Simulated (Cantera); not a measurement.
Feed: 1 mol Cr, 0.28 mol NH3, 29 mol H2, equilibrated at 100000 Pa.

Method: chemical equilibrium by Gibbs-energy minimisation in Cantera with the NASA 1993 tables (ideal gas, pure condensed phases). Candidate condensed phases: Cr, CrN, Cr2N; 11 gas species. Rates play no part.

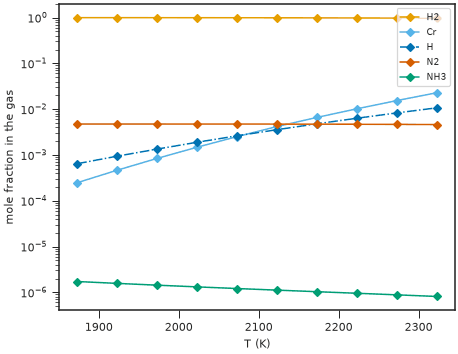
Equilibrium gas composition (values under 1e-9 drawn at 1e-9)

From 1873 K to 2123 K the condensed part is Cr(s). From 2173 K to 2323 K the condensed part is Cr(l). The main Cr-bearing gas is Cr throughout. The share of Cr in condensed phases is highest at 1873 K (99.3 %) and lowest at 2323 K (30.5 %).
